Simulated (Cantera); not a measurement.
Input: 1 mol Ta2O5, 1.2 mol CO, held at 2325 K.

Cantera equilibrium calculation (NASA polynomials, part measured and part estimated; ideal gas, pure solids and liquids). Candidate condensed phases: C, Ta, TaC, Ta2O5; 15 gas species. Mutual solubility and eutectic melting of coexisting phases are not modelled. TaC: taken at fixed stoichiometry. Condensed phases not in the tables: Ta2C. The numbers say what is thermodynamically allowed, not how fast it happens.

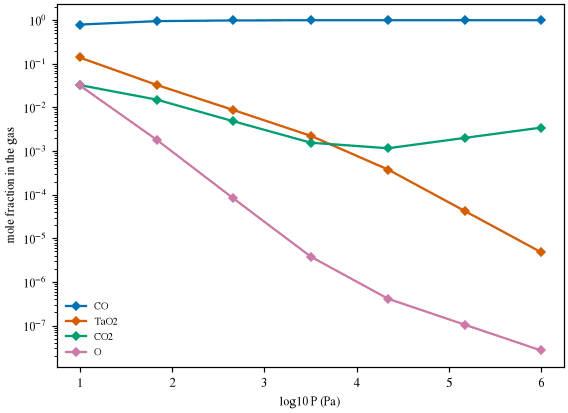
*Equilibrium gas composition (values under 1e-9 drawn at 1e-9)*

From 0.0750 Torr to 24.0 Torr the condensed part is Ta2O5(l). From 165 Torr to 7500 Torr the condensed part is TaC(s) + Ta2O5(l). The main Ta-bearing gas is TaO2 throughout.
